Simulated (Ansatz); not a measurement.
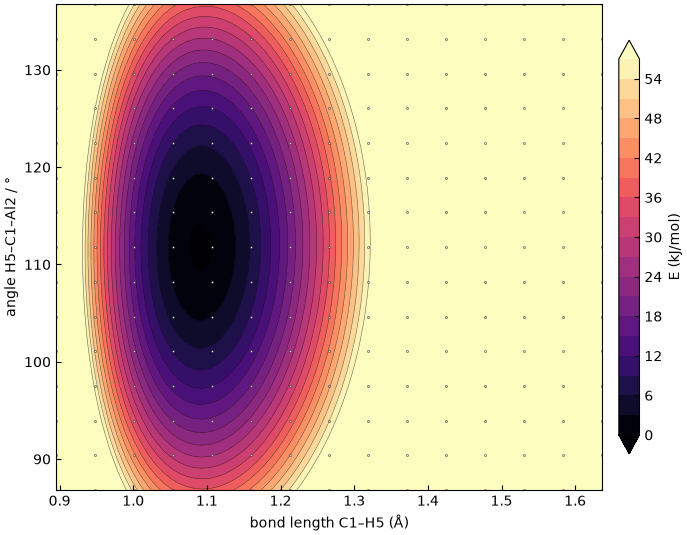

CH3AlF2, SMILES [CH3][Al]([F])[F]. 
- First axis: bond length C1–H5. Second axis: angle H5–C1–Al2.
- Nothing is relaxed (all other coordinates rigid).
- The scan uses a 15 × 15 grid.
- Points are written as (first, second).
- Energies: kJ/mol, counted from the lowest grid point.
- The reference is spin-restricted, which grows unreliable where a bond is stretched far.
- Computed with Ansatz 0.2.0, RKS PBE0-D4/def2-TZVP.

The picture shows filled contours, dots at the grid points, one colour for all values above the top of the scale. Between grid points the surface is interpolated.

**Estimate the position of the minimum and the force constants in these coordinates.**

The interpolated minimum is at bond length C1–H5 ≈ 1.091 Å, angle H5–C1–Al2 ≈ 111.8°. The curvatures there are about 34 eV/Å² and 4 eV/rad², with a cross term of about 0 eV/(Å·rad). Round the minimum the two coordinates are nearly uncoupled. (1 eV is 96.5 kJ/mol.)
